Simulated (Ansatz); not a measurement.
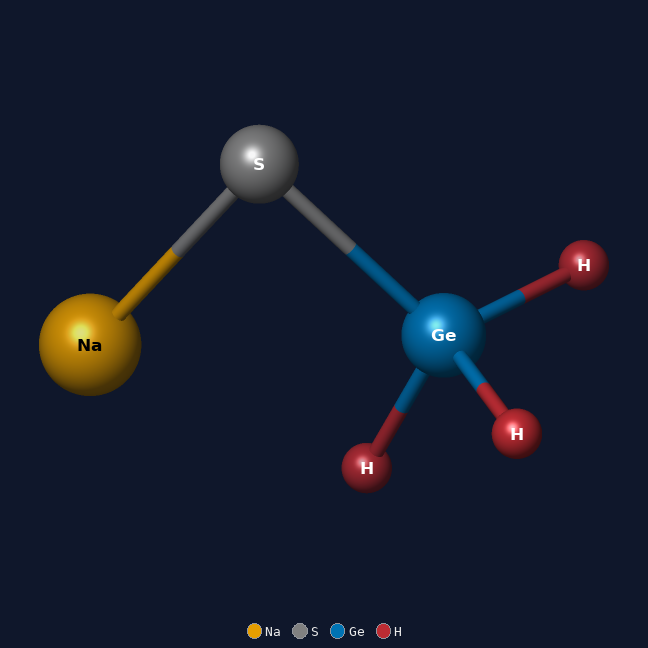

Ball-and-stick drawing of a structure.

Computed geometry: PBE0-D4/def2-TZVP optimisation. No frequency run is at hand to confirm it as a minimum.

**Give the formula.**

GeH₃NaS, 6 atoms: 1 germanium, 3 hydrogen, 1 sodium and 1 sulfur.

**Give the symmetry (Schoenflies symbol).**

Cs.

More results for the same structure follow; atom numbers are the same in all pictures, views and colours differ.

Electronic properties

No frequency run is at hand to confirm it as a minimum. Method: RKS PBE0-D4/def2-TZVPP (Ansatz 0.2.0).

Predict the main results.

- HOMO energy (Kohn–Sham orbital): −5.62 eV
- LUMO energy (Kohn–Sham orbital): −1.64 eV
- HOMO–LUMO gap: 3.98 eV

Dipole moment

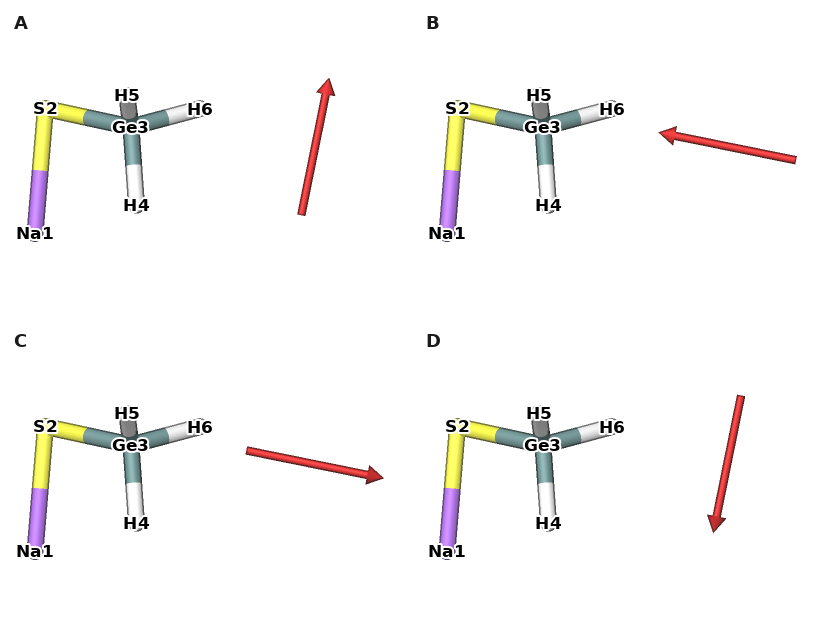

The same molecule four times, each with an arrow. No frequency run is at hand to confirm it as a minimum. Properties computed with RKS PBE0-D4/def2-TZVP (Ansatz 0.2.0).

**Which arrow points along the dipole moment, from the negative to the positive end?**

D. The dipole moment is 7.76 D; it points from the side of H5, H6 to the side of Na1 (the outermost atoms at the two ends).

Charges

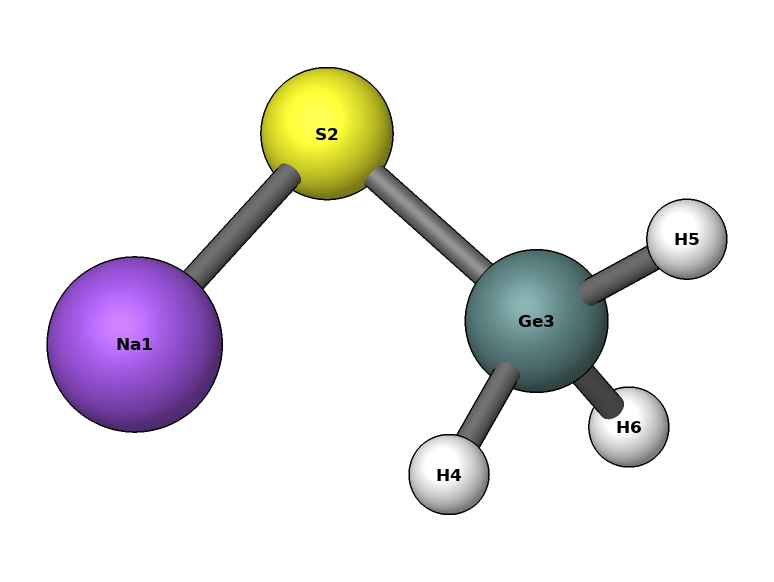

The questions are on Mulliken charges. No frequency run is at hand to confirm it as a minimum. Method: RKS PBE0-D4/def2-TZVP (Ansatz 0.2.0).

Give the Mulliken charges atom by atom.

```csv
atom,value (e)
Na1,0.61
S2,−0.63
Ge3,0.14
H4,−0.08
H5,−0.02
H6,−0.02
```

Mulliken values depend strongly on the basis set and can even reverse the polarity of a bond.
